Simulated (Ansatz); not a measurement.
**SiH2Br (doublet): one geometry, many settings at distance Br1–H2 along a hydrogen transfer = 1.619 Å**

What do other methods and options give for SiH2Br (doublet) at this geometry, and how long do they take?

Method: the settings change from run to run; program: Ansatz 0.2.0, Gaussian basis.

9 further runs of the same task are left out: 9 that didn't finish.

**1. The geometry**

The geometry derives from fragments relaxed apart (PBE0/def2-TZVP) and kept rigid, so it is no stationary point. A hydrogen atom is moved between rigid fragments. No spin-orbit coupling is included. The filled d shell of Br may be among the frozen orbitals whatever the setting's name suggests; the logs give the count.

4 atoms, charge 0, spin multiplicity 2.

Atoms are counted from 1 here; the program's logs count them from 0.

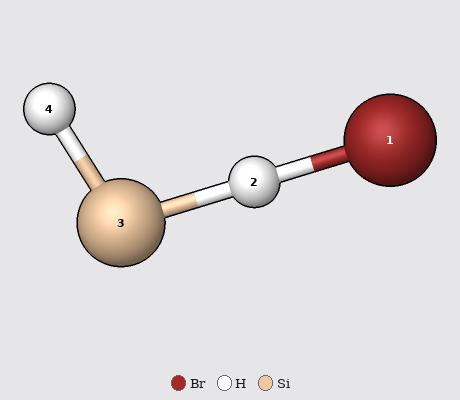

The geometry (bromine red, hydrogen white, silicon light orange); atoms are numbered from 1 in the order of the file.

**2. HF/cc-pVDZ**

File in.yaml:

```yaml
crystal:
  periodic: [false, false, false]
  atoms:
    - {symbol: Br, position_ang: [-2.107359, 0.369878, 0.000000]}
    - {symbol: H, position_ang: [-0.488359, 0.369878, 0.000000]}
    - {symbol: Si, position_ang: [1.099641, 0.369878, 0.000000]}
    - {symbol: H, position_ang: [1.496076, -1.109635, 0.000000]}
basis:
  gaussian: {orbitals: cc-pVDZ}
magnetization: {spin_polarized: false, initial_magnetization: 1}
hamiltonian: {xc: hf}
output: {forces: true, orbitals: {seedname: orbitals}}
```

Run with:

```sh
> ansatz run in.yaml --threads 1 --pin off --events-out ev --progress --plain --max-ram 2393MiB
```

Log:

```text
Functional definition: HF
  name "HF"
  cite "Fock, Z. Phys. 61, 126 (1930) doi:10.1007/BF01340294"
  parent pbe
  exchange = exact_x
  correlation = 0
589 factors; integrals over basis functions are off by at most 1.6e-3 eV
mean field evaluation 1: about -77887.7517 eV, gradient 1.3e1 eV
mean field evaluation 2: about -77887.7530 eV, gradient 1.3e1 eV
mean field evaluation 4: about -77888.7853 eV, gradient 1.2e0 eV
mean field evaluation 8: about -77888.8195 eV, gradient 2.1e-1 eV
mean field evaluation 16: about -77888.5145 eV, gradient 2.7e0 eV
mean field evaluation 32: about -77879.2227 eV, gradient 2.1e1 eV
mean field -77888.82315503 eV, -2862.3614560067 hartree, gradient 6.1e-5 eV, S^2 0.750000; 2 other end points of the search recorded, 0 dependent functions left out
the calculation of the forces begins
reference -77888.82315503 eV, -2862.3614560067 hartree; 26, 25 occupied and 29, 30 virtual orbitals, 589 factors
Total energy: -77888.82315503 eV, -2862.3614560067 hartree
Atom 0 at    -2.107359     0.369878     0.000000 Å, force    -1.240327    -0.063024    -0.000000 eV/Å
Atom 1 at    -0.488359     0.369878     0.000000 Å, force    -0.707445    -0.182608     0.000000 eV/Å
Atom 2 at     1.099641     0.369878     0.000000 Å, force     2.313822     0.120859     0.000000 eV/Å
Atom 3 at     1.496076    -1.109635     0.000000 Å, force    -0.366050     0.124772     0.000000 eV/Å
Dipole moment:     0.681215    -0.087425     0.000000 e Å
```

Wall time 1.5 s (1 thread of Arm Neoverse V2, shared host).

**3. MP2 on UHF/6-31G**

Edit in.yaml of step 2 so:

```diff
@@ -8,5 +8,4 @@
 basis:
-  gaussian: {orbitals: cc-pVDZ}
-magnetization: {spin_polarized: false, initial_magnetization: 1}
-hamiltonian: {xc: hf}
-output: {forces: true, orbitals: {seedname: orbitals}}
+  gaussian: {orbitals: 6-31G}
+magnetization: {spin_polarized: true, initial_magnetization: 1}
+correlation: {method: mp2, electrons: outside_noble_gas}
```

Launched as before.

Log (excerpt; [...] marks lines left out):

```text
Functional definition: HF
  name "HF"
  cite "Fock, Z. Phys. 61, 126 (1930) doi:10.1007/BF01340294"
  parent pbe
[...]
463 factors; integrals over basis functions are off by at most 5.9e-4 eV
[...]
mean field -77878.77787160 eV, -2861.9922986499 hartree, gradient 2.4e-6 eV, S^2 0.929545; 10 other end points of the search recorded, 0 dependent functions left out
19 core orbitals not correlated: weight in the atoms' cores, before any rotation towards them, 1.000 or more for the frozen orbitals, at most 0.000 for the correlated occupied ones
reference -77878.77787160 eV, -2861.9922986499 hartree; 7, 6 occupied and 20, 21 virtual orbitals, 463 factors
second order -2.12303970 eV of doubles, -0.00000000 eV of singles
Total energy: -77880.90091131 eV, -2862.0703189200 hartree
```

Wall time 2.2 s (1 thread of Arm Neoverse V2, shared host).

From the report: ⟨S²⟩ of the determinant 0.930 (pure doublet: 0.75).

**4. CISD/cc-pVDZ**

Edit in.yaml of step 3 so:

```diff
@@ -8,4 +8,4 @@
 basis:
-  gaussian: {orbitals: 6-31G}
-magnetization: {spin_polarized: true, initial_magnetization: 1}
-correlation: {method: mp2, electrons: outside_noble_gas}
+  gaussian: {orbitals: cc-pVDZ}
+magnetization: {spin_polarized: false, initial_magnetization: 1}
+correlation: {active_space: {ras: {orbitals: [11, 1, 29], electrons: 23, max_holes: 2, max_particles: 2}, fixed_orbitals: true}}
```

Launched as before.

Log:

```text
Functional definition: HF
  name "HF"
  cite "Fock, Z. Phys. 61, 126 (1930) doi:10.1007/BF01340294"
  parent pbe
  exchange = exact_x
  correlation = 0
589 factors; integrals over basis functions are off by at most 1.6e-3 eV
mean field evaluation 1: about -77887.7517 eV, gradient 1.3e1 eV
mean field evaluation 2: about -77887.7530 eV, gradient 1.3e1 eV
mean field evaluation 4: about -77888.7853 eV, gradient 1.2e0 eV
mean field evaluation 8: about -77888.8195 eV, gradient 2.1e-1 eV
mean field evaluation 16: about -77888.3015 eV, gradient 8.3e-1 eV
mean field evaluation 32: about -77876.3031 eV, gradient 3.2e1 eV
mean field evaluation 64: about -77880.2246 eV, gradient 1.1e1 eV
mean field -77888.82315503 eV, -2862.3614560067 hartree, gradient 2.6e-6 eV, S^2 0.750000; 8 other end points of the search recorded, 0 dependent functions left out
reference -77888.82315503 eV, -2862.3614560067 hartree; 26, 25 occupied and 29, 30 virtual orbitals, 589 factors
state -77895.21600393 eV, -2862.5963888707 hartree
Total energy: -77895.21600393 eV, -2862.5963888707 hartree
```

Wall time 16 s (1 thread of Arm Neoverse V2, shared host).

From the report: 134,328 determinants.

**5. CCSD(T) on UHF/cc-pVDZ**

Edit in.yaml of step 4 so:

```diff
@@ -9,3 +9,4 @@
   gaussian: {orbitals: cc-pVDZ}
-magnetization: {spin_polarized: false, initial_magnetization: 1}
-correlation: {active_space: {ras: {orbitals: [11, 1, 29], electrons: 23, max_holes: 2, max_particles: 2}, fixed_orbitals: true}}
+magnetization: {spin_polarized: true, initial_magnetization: 1}
+correlation: {method: ccsd_t, electrons: valence, diis_vectors: 1}
+output: {forces: true}
```

Same command.

Log (excerpt; [...] marks lines left out):

```text
Functional definition: HF
  name "HF"
  cite "Fock, Z. Phys. 61, 126 (1930) doi:10.1007/BF01340294"
  parent pbe
[...]
589 factors; integrals over basis functions are off by at most 1.6e-3 eV
[...]
mean field -77889.09591835 eV, -2862.3714798741 hartree, gradient 5.8e-6 eV, S^2 1.044698; 21 other end points of the search recorded, 0 dependent functions left out
determinant -77889.09591835 eV, -2862.3714798741 hartree, with singles and doubles -77895.82335001 eV, -2862.6187084275 hartree
determinant -77889.05240728 eV, -2862.3698808715 hartree, with singles and doubles -77895.87983016 eV, -2862.6207840348 hartree
determinant -77888.80425417 eV, -2862.3607614130 hartree, with singles and doubles -77895.42141625 eV, -2862.6039376343 hartree
determinant -77888.55089741 eV, -2862.3514507237 hartree, with singles and doubles -77895.59194019 eV, -2862.6102042735 hartree
[...]
14 core orbitals not correlated: weight in the atoms' cores, before any rotation towards them, 1.000 or more for the frozen orbitals, at most 0.000 for the correlated occupied ones
reference -77889.05240728 eV, -2862.3698808714 hartree; 12, 11 occupied and 29, 30 virtual orbitals, 589 factors
second order -5.84158441 eV of doubles, -0.00000000 eV of singles
cycle   1  -6.82761133 eV  change   -3.3e-6 eV  update   3.9e-6
cycle   2  -6.82761214 eV  change   -8.0e-7 eV  update   2.7e-6
perturbative correction -0.15788745 eV, -0.0058022568 hartree
[...]
Total energy: -77896.03790686 eV, -2862.6265932464 hartree
Atom 0 at    -2.107359     0.369878     0.000000 Å, force    -0.967133    -0.070149     0.000000 eV/Å
Atom 1 at    -0.488359     0.369878     0.000000 Å, force    -0.876881    -0.126063     0.000000 eV/Å
Atom 2 at     1.099641     0.369878     0.000000 Å, force     2.116555     0.251518    -0.000000 eV/Å
Atom 3 at     1.496076    -1.109635     0.000000 Å, force    -0.272541    -0.055306     0.000000 eV/Å
Dipole moment:     0.599333    -0.052554     0.000000 e Å
```

Run time: 44 s. Hardware: 1 thread of Arm Neoverse V2, shared host.

From the report: ⟨S²⟩ of the determinant 0.796 (pure doublet: 0.75); correlation -6.9855 eV; T1 0.014; largest double amplitude 0.06.

**6. All runs side by side**

Where basis and cores are those of an earlier UCCSDT(Q)/cc-pVDZ run (-77895.7469 eV), and the state is the same kind, the miss against it is given.

```
                 level         correlated  functions  energy (eV)  from UCCSDT(Q) (meV)   time
            HF/cc-pVDZ                            55  -77888.8232                6923.8  1.5 s
      MP2 on UHF/6-31G  outside noble gas         46  -77880.9009                        2.2 s
          CISD/cc-pVDZ            valence         55  -77895.2160                         16 s
CCSD(T) on UHF/cc-pVDZ            valence         55  -77896.0379                         44 s
```

**7. Outcome**

| quantity | value |
| --- | --- |
| runs | 4 |
| quickest | HF/cc-pVDZ, 1.5 s |
| slowest | CCSD(T) on UHF/cc-pVDZ, 44 s |

Total energies in different bases, with other cores or another treatment of relativity can't be set against each other. CCSD(T) on UHF/cc-pVDZ took 30 times as long as HF/cc-pVDZ; the jobs differ in more than the method. Hartree-Fock, CASSCF and CASCI lack dynamic correlation by design.
